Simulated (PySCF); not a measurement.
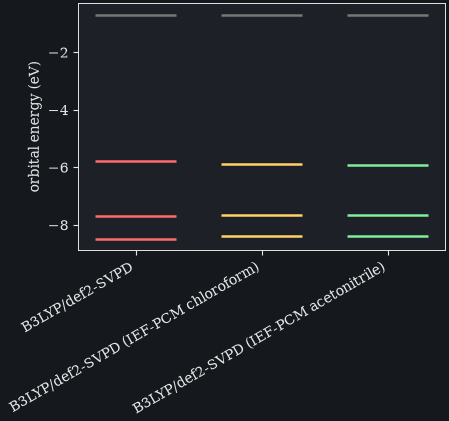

Frontier orbital energies of C₆H₁₂Se, SMILES CC(C)[C@@H]1CC[Se]1 at one geometry, PySCF 2.14.0, at a PBE0-D3(BJ)/def2-SVP geometry (no frequency check). Empty levels are grey, levels within 0.1 eV stand side by side; all columns show the same few orbitals around the gap.

### Compare the HOMO-LUMO separations.

The separation grows from 5.06 eV (B3LYP/def2-SVPD) to 5.22 eV (B3LYP/def2-SVPD (IEF-PCM acetonitrile)).

| level | HOMO (eV) | LUMO (eV) | separation (eV) |
| --- | --- | --- | --- |
| B3LYP/def2-SVPD | −5.79 | −0.72 | 5.06 |
| B3LYP/def2-SVPD (IEF-PCM chloroform) | −5.87 | −0.69 | 5.17 |
| B3LYP/def2-SVPD (IEF-PCM acetonitrile) | −5.93 | −0.71 | 5.22 |

Limits of at least one run: empty levels above zero depend strongly on the basis; one conformer of a flexible molecule; spin-orbit coupling is left out, and with Se it can shift these levels and split any degenerate set.
